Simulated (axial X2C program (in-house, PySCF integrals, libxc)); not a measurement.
Relativistic diatomic calculation, with input and output: AsNi⁺

- system: AsNi⁺, single determinant with M_S = 1 and |Λ| = 1 (not the lowest found).
- method: PBE0, spin-free X2C-1e, As dyall-v3z, Ni dyall-v3z (cores contracted) (axial X2C program (in-house, PySCF integrals, libxc))

## What the run reported

- outcome: not converged
- largest ⟨S²⟩ along the curve: 2.01
- hardware: 1 thread of Arm Neoverse N1, 98 GiB of memory available, shared host
- wall time: 4.5 s

## Diagnosis

This input holds a deliberate fault: few iterations (maxit = 3.0). The run did not meet its convergence test, so its last values are not results. Caveats: some points did not converge.

## Input file
```
{"zs": [33, 28], "q": 1, "bas": ["dyall-v3z", "dyall-v3z"], "levels": ["PBE0", "HF", "PBE", "PW91"], "cc": false, "r0": 2.31, "npts": 10, "nst": 2, "ntry": 6, "opt": {"maxit": 3}}
```

The line is the task of a batch: nuclear charges, charge, bases, the levels to run, a first guess of the distance and further settings. This report covers PBE0 without spin-orbit coupling. The log is that of the reference distance 2.299 Å.

Launched within a batch (the task file carries these settings):
```bash
python <driver script> task.json out
```

## The program's output
```
spin-free X2C-1e  PBE0
basis functions 178  fitting functions 1083  grid points 5801
iter        total energy     max residual
   1      -3780.590059898     5.87e-01
   2      -3780.649759936     1.01e-02
   3      -3780.649982439     1.50e-03
NOT converged
one-electron -5668.81637621  Coulomb 1823.07708249  exact exchange -36.19232206  xc functional -111.40203038  nuclear repulsion 212.68366372
```

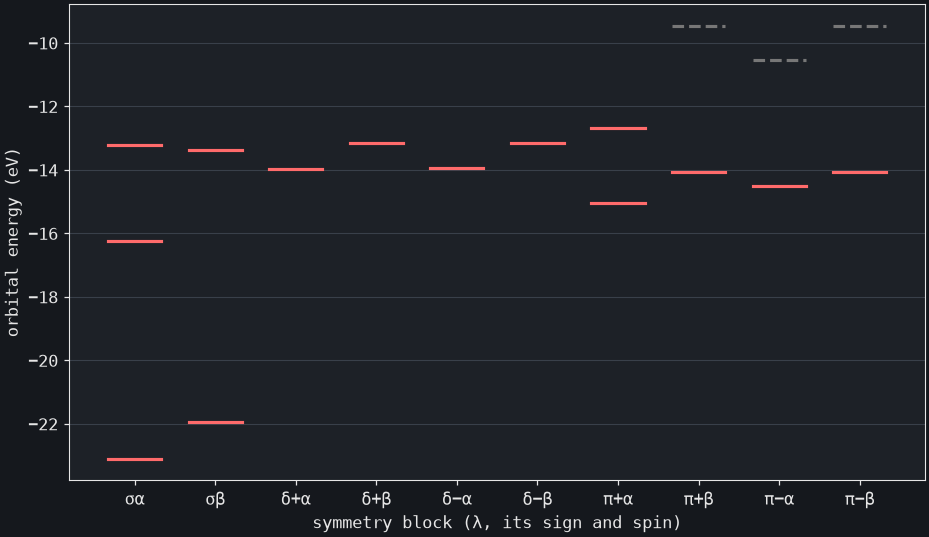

Orbital energies near the frontier at 2.30 Å, filled (solid) and empty (dashed); a label such as π−α means λ = −1 and α spin. The highest filled orbital (π+α; 82 % As p, 12 % Ni d) lies at −12.68 eV, the lowest empty one (π−α; 81 % As p, 12 % Ni d) at −10.53 eV.
